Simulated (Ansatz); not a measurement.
Cl: several calculations on one system

**1. Relaxation**

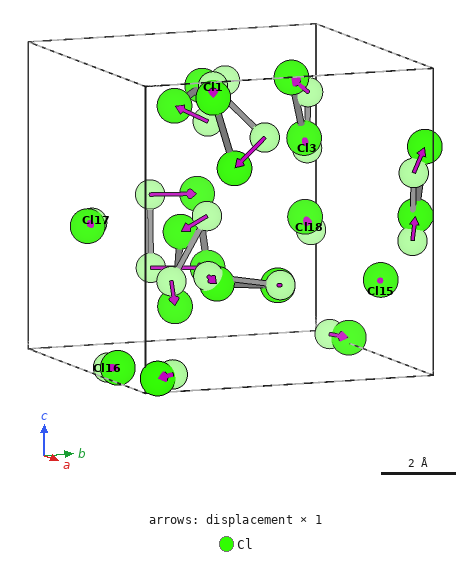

A relaxation of an amorphous cell of composition Cl. The starting structure is drawn faded, the final one solid; purple arrows show the displacements, at their true length.

Style: ball-and-stick. Shown: the cell of the calculation, slightly off an axis.

The cell holds 10 Cl2. The run prepares the start of a later molecular dynamics calculation, from a guessed geometry.

The calculation used DFT PBE, scalar-relativistic, plane waves, PAW in Ansatz 0.2.0.

Input file:
```yaml
accuracy: low
crystal:
  lattice:
    - [8.434327, 0.0, 0.0]
    - [0.0, 8.434327, 0.0]
    - [0.0, 0.0, 8.434327]
  atoms:
    - { symbol: Cl, position: [0.6488205, 0.3777224, 0.926924] }
    - { symbol: Cl, position: [0.7791476, 0.5045678, 0.7719879] }
    - { symbol: Cl, position: [0.3598174, 0.8223657, 0.6573754] }
    - { symbol: Cl, position: [0.4784783, 0.7775822, 0.8598455] }
    - { symbol: Cl, position: [0.1816741, -0.0264115, 0.0168043] }
    - { symbol: Cl, position: [-0.0166469, 0.1016446, 0.0535532] }
    - { symbol: Cl, position: [0.3386206, 0.4830696, 0.4530497] }
    - { symbol: Cl, position: [0.3231872, 0.3659227, 0.2453998] }
    - { symbol: Cl, position: [0.9140359, 0.9673385, 0.6485209] }
    - { symbol: Cl, position: [0.85558, 0.9867794, 0.4176853] }
    - { symbol: Cl, position: [0.7293579, 0.5791352, 0.2793316] }
    - { symbol: Cl, position: [0.6831164, 0.3474958, 0.3151784] }
    - { symbol: Cl, position: [0.2529627, 0.5208025, 0.7465227] }
    - { symbol: Cl, position: [0.0799258, 0.6510464, 0.8473932] }
    - { symbol: Cl, position: [0.5878671, -0.0176541, 0.2484546] }
    - { symbol: Cl, position: [0.5685221, 0.045603, 0.0188802] }
    - { symbol: Cl, position: [0.2472376, 0.1212136, 0.4392841] }
    - { symbol: Cl, position: [0.2087224, -0.1024058, 0.3645111] }
    - { symbol: Cl, position: [0.0094612, 0.4197396, 0.4791401] }
    - { symbol: Cl, position: [0.0096615, 0.4221485, 0.240238] }
basis:
  ecutwfc: 420.0
kpoints:
  mp_grid: { grid: [1, 1, 1] }
hamiltonian:
  xc: pbe
scf:
  occupations: { method: fermi_dirac, width: 0.05 }
  lower_state_search: "off"
relax:
  f_tol: 0.3
  max_steps: 15
  adjacent_minimum: "off"
output:
  write_density: true
  write_potential: true
  elf: true
  volumetric_format: npy
```

Run as
```bash
ansatz run input.yaml --threads 1 --pin off --max-ram 3072MiB --backend cpu --events-out ev --progress --plain --runs-dir out
```

Describe the change and its energy.

The atom that moves furthest is Cl20 (1.72 Å along +b). The cell stays as it was. Near-neighbour distances that change, for instance: Cl6–Cl9 3.646 → 2.804 Å, Cl7–Cl13 2.598 → 3.433 Å, Cl3–Cl13 2.801 → 3.628 Å, Cl8–Cl17 2.710 → 3.418 Å. The energy falls by 249 meV per atom in 12 geometry steps. The largest force component goes from 2.1 to 0.16 eV/Å.

Limits of the set-up: the program's low-accuracy preset was used; the periodic images lie only 8.4 Å apart, so the values are limited by the cell's size.

**2. Dynamics**

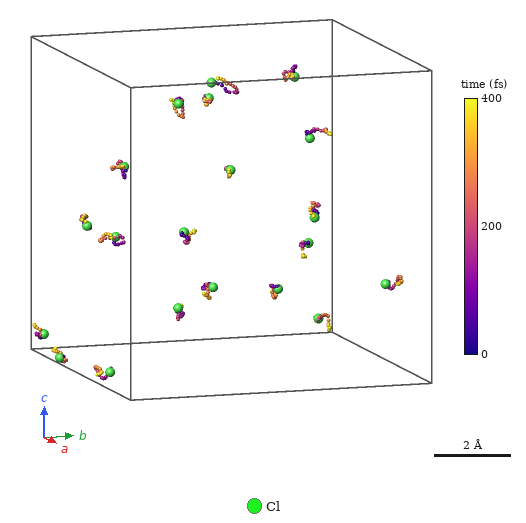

First-principles dynamics of a periodic cell with 10 Cl2 at 1.962 g/cm³, 400 fs long. Dots mark each atom's position at evenly spaced times, coloured by time; spheres stand at the starting positions. Seen slightly off an axis in the simulation cell.

The calculation used DFT PBE, scalar-relativistic, plane waves, PAW in Ansatz 0.2.0. Settings: plane-wave cutoff 420 eV; k-point mesh 1 × 1 × 1; Fermi-Dirac smearing 0.05 eV; low-accuracy preset; Langevin thermostat (NVT); set temperature 350 K; time step 2 fs; friction 0.02 per fs.

What do the traces tell about the motion?

Answer. Root-mean-square distances from the starting positions over the second half, with the common drift of all atoms taken out: Cl 0.35 Å. The heavy atoms stay within a fraction of a molecule's size of their starting places; so short a run doesn't tell a liquid from a solid.

Limits of the set-up: the program's low-accuracy preset was used; the periodic images lie only 8.4 Å apart, so the values are limited by the cell's size.

**3. Dynamics**

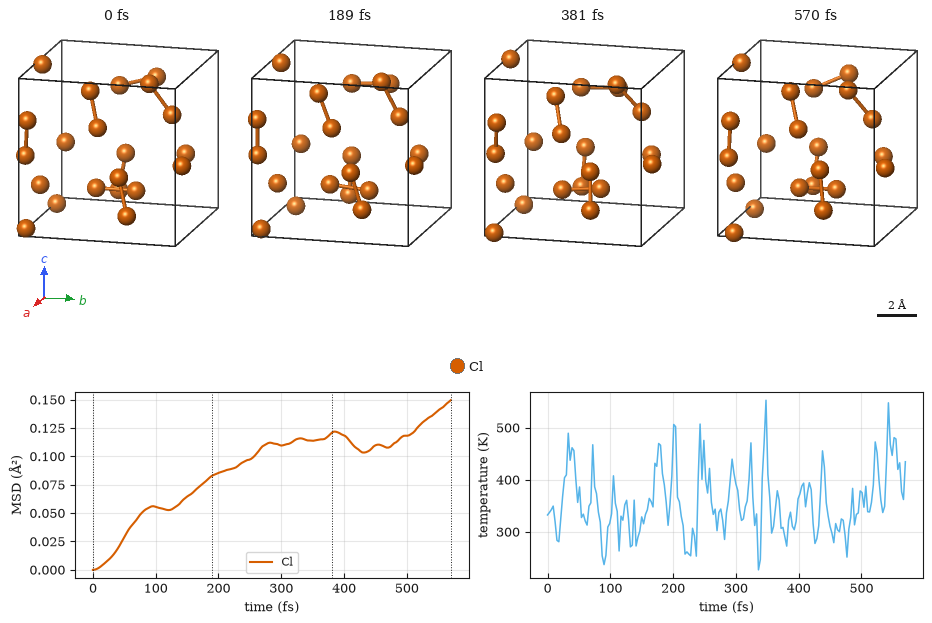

First-principles dynamics of a periodic cell with 10 Cl2 at 1.962 g/cm³, 570 fs long. It starts from the last geometry of an earlier run, with fresh velocities. Frames and the history of the run. A ball-and-stick model of the simulation cell, seen slightly off an axis.

Computed with Ansatz 0.2.0, DFT PBE, scalar-relativistic, plane waves, PAW. Set-up: plane-wave cutoff 420 eV; k-point mesh 1 × 1 × 1; Fermi-Dirac smearing 0.05 eV; low-accuracy preset; Langevin thermostat (NVT); set temperature 350 K; time step 3 fs; friction 0.05 per fs.

Input file:
```yaml
accuracy: low
crystal:
  lattice:
    - [8.434327, 0.0, 0.0]
    - [0.0, 8.434327, 0.0]
    - [0.0, 0.0, 8.434327]
  atoms:
    - { symbol: Cl, position: [0.70245995, 0.37576669, 0.87368079] }
    - { symbol: Cl, position: [0.7368763, 0.4322784, 0.65092958] }
    - { symbol: Cl, position: [0.506718, 0.84489396, 0.7049559] }
    - { symbol: Cl, position: [0.53517562, 0.70797998, 0.90007794] }
    - { symbol: Cl, position: [0.21446357, 0.02876532, 0.01595912] }
    - { symbol: Cl, position: [-0.02326985, 0.0409316, 0.04487569] }
    - { symbol: Cl, position: [0.24633202, 0.47753293, 0.37443983] }
    - { symbol: Cl, position: [0.24962384, 0.43466624, 0.13824984] }
    - { symbol: Cl, position: [0.90080708, 1.02815269, 0.71063424] }
    - { symbol: Cl, position: [0.85324017, 1.00276622, 0.47555972] }
    - { symbol: Cl, position: [0.56477948, 0.63022041, 0.22273194] }
    - { symbol: Cl, position: [0.61210254, 0.38919994, 0.23641239] }
    - { symbol: Cl, position: [0.18389839, 0.42148732, 0.78557306] }
    - { symbol: Cl, position: [0.05086734, 0.62171877, 0.82034756] }
    - { symbol: Cl, position: [0.61444176, 0.03209675, 0.23341433] }
    - { symbol: Cl, position: [0.59540008, 0.04152389, -0.00625339] }
    - { symbol: Cl, position: [0.28588193, 0.10445951, 0.4294308] }
    - { symbol: Cl, position: [0.26762997, -0.13274416, 0.40130633] }
    - { symbol: Cl, position: [-0.0693023, 0.62118508, 0.39479423] }
    - { symbol: Cl, position: [-0.02264463, 0.68427954, 0.16530656] }
basis:
  ecutwfc: 420.0
kpoints:
  mp_grid: { grid: [1, 1, 1] }
hamiltonian:
  xc: pbe
scf:
  occupations: { method: fermi_dirac, width: 0.05 }
  lower_state_search: "off"
md:
  timestep: 3.0
  n_steps: 190
  ensemble: nvt_langevin
  temperature: 350.0
  initial_velocities: maxwell_boltzmann
  seed: 321100
  friction: 0.05
```

Command:
```bash
ansatz run input.yaml --threads 1 --pin off --max-ram 3072MiB --backend cpu --events-out ev --progress --plain --runs-dir out
```

What do the frames and curves show?

Answer. In the second half of the run the atoms are, in the root-mean-square, this far from where they began (common drift taken out): Cl 0.34 Å. The heavy atoms stay within a fraction of a molecule's size of their starting places; so short a run doesn't tell a liquid from a solid. The mean temperature in the second half is 362 K (standard deviation 62 K). The potential energy in the second half lies on average 0.8 meV per atom below the first frame.

Limits of the set-up: the program's low-accuracy preset was used; the periodic images lie only 8.4 Å apart, so the values are limited by the cell's size.

The run took 10 min on 1 thread of Intel(R) Xeon(R) Platinum 8488C (Sapphire Rapids), with other jobs on the host, peak memory 0.57 GiB.
